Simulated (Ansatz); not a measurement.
# C6H15B: one change and its effect

System: C6H15B.
Method of run 1: RKS PBE-D4/def2-TZVPP (Ansatz 0.2.0).

The geometry comes from this level: PBE0-D4/def2-TZVP. Text and figures count atoms from 1; the logs count them from 0 in places.

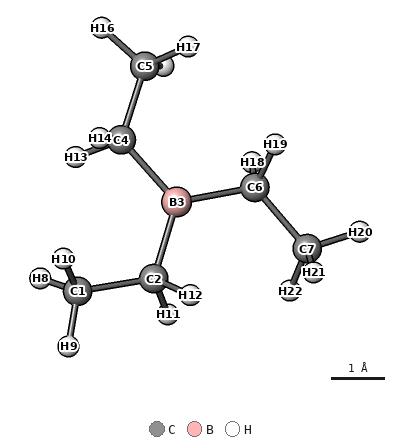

Figure 1. The input geometry (ball-and-stick view, seen at a tilt; atoms are numbered from 1 in the order of the input). Bond lengths as drawn: B–C 1.57 Å, C–C 1.52 Å and C–H 1.09 to 1.10 Å.

## Input file, run 1
```yaml
crystal:
  periodic: [false, false, false]
  atoms:
    - { symbol: C, position_ang: [-2.39820451, -1.08223279, -0.42670837] }
    - { symbol: C, position_ang: [-1.56225349, 0.14680547, -0.09996445] }
    - { symbol: B, position_ang: [-3.236e-05, 0.00053931, -0.00157426] }
    - { symbol: C, position_ang: [0.67580318, -1.39673384, -0.25161682] }
    - { symbol: C, position_ang: [2.18936313, -1.51327142, -0.14392083] }
    - { symbol: C, position_ang: [0.88686363, 1.25241568, 0.34166092] }
    - { symbol: C, position_ang: [0.20769114, 2.59222031, 0.5859829] }
    - { symbol: H, position_ang: [-2.26645687, -1.86778022, 0.32222708] }
    - { symbol: H, position_ang: [-3.46560993, -0.85100789, -0.4702926] }
    - { symbol: H, position_ang: [-2.11931959, -1.51252677, -1.3922974] }
    - { symbol: H, position_ang: [-1.90321174, 0.59718686, 0.84461078] }
    - { symbol: H, position_ang: [-1.76088161, 0.94527793, -0.83132695] }
    - { symbol: H, position_ang: [0.19097351, -2.11445147, 0.4274634] }
    - { symbol: H, position_ang: [0.3391661, -1.7394619, -1.24212315] }
    - { symbol: H, position_ang: [2.543077, -1.23864872, 0.85348198] }
    - { symbol: H, position_ang: [2.53629471, -2.53056454, -0.34261685] }
    - { symbol: H, position_ang: [2.69462507, -0.85325737, -0.8541218] }
    - { symbol: H, position_ang: [1.50793955, 0.97846107, 1.20799406] }
    - { symbol: H, position_ang: [1.62970055, 1.34592637, -0.46539118] }
    - { symbol: H, position_ang: [0.92953551, 3.38158855, 0.81084772] }
    - { symbol: H, position_ang: [-0.3668517, 2.91621549, -0.28591704] }
    - { symbol: H, position_ang: [-0.48987125, 2.5411899, 1.42630287] }
basis:
  gaussian: { orbitals: def2-TZVPP }
hamiltonian:
  xc: pbe
  dispersion: d4
```

Launched with:
```bash
ansatz run input.yaml --threads 8 --pin off --max-ram 22528MiB --backend cpu --events-out ev --progress --plain --runs-dir out
```

Hardware: 8 threads of Arm Neoverse V1, 24 GiB of memory available, shared host.

## Output (run 1)
```
Engine: ansatz 0.2.0, aarch64-unknown-linux-gnu
Functional definition: PBE
  parameter kappa = 0.804
  parameter beta = 0.06672455060314922
  exchange = pbe_x(kappa = kappa, mu = beta*pi^2/3)
  correlation = pbe_c(beta = beta)
2134 factors; their error is unknown
mean field evaluation 1: about -7104.9433 eV, gradient 1.1e2 eV
mean field evaluation 2: about -7050.6995 eV, gradient 1.8e2 eV
mean field evaluation 4: about -7135.3194 eV, gradient 1.2e1 eV
mean field evaluation 8: about -7135.7432 eV, gradient 3.3e-1 eV
mean field evaluation 16: about -7135.6852 eV, gradient 2.5e-4 eV
mean field -7135.68521428 eV, -262.2315948837 hartree, gradient 7.9e-5 eV, S^2 0.000000; 0 other end points of the search recorded, 0 dependent functions left out
reference -7135.68527403 eV, -262.2315970796 hartree; 28, 28 occupied and 399, 399 virtual orbitals, 2134 factors
Total energy: -7136.14270758 eV, -262.2484074522 hartree
```

For run 2 the input was changed thus:
```diff
-  xc: pbe
+  xc: pbe0
```

What does this change do to the results?

The total energies belong to different methods, so their difference says nothing on which is more stable or more accurate. The functional changes from PBE to PBE0.

## Output (run 2)
```
Engine: ansatz 0.2.0, aarch64-unknown-linux-gnu
Functional definition: PBE0
  parameter a = 0.25
  parameter kappa = 0.804
  parameter beta = 0.06672455060314922
  exchange = (1 - a)*pbe_x(kappa = kappa, mu = beta*pi^2/3) + a*exact_x
  correlation = pbe_c(beta = beta)
2134 factors; their error is unknown
mean field evaluation 1: about -7118.7195 eV, gradient 8.9e1 eV
mean field evaluation 2: about -7111.8819 eV, gradient 1.0e2 eV
mean field evaluation 4: about -7137.3173 eV, gradient 3.2e0 eV
mean field evaluation 8: about -7137.3559 eV, gradient 4.7e-2 eV
mean field evaluation 16: about -7137.3243 eV, gradient 8.9e-5 eV
mean field -7137.32432117 eV, -262.2918309508 hartree, gradient 3.6e-5 eV, S^2 0.000000; 0 other end points of the search recorded, 0 dependent functions left out
reference -7137.32436469 eV, -262.2918325501 hartree; 28, 28 occupied and 399, 399 virtual orbitals, 2134 factors
Total energy: -7137.71292792 eV, -262.3061119856 hartree
```

## The two runs side by side

| quantity | run 1 | run 2 |
| --- | --- | --- |
| outcome | converged | converged |
| total energy (hartree) | −262.248407 | −262.306112 |
| basis functions | 427 | 427 |
| wall time (shared host) | 2.9 s | 4 s |
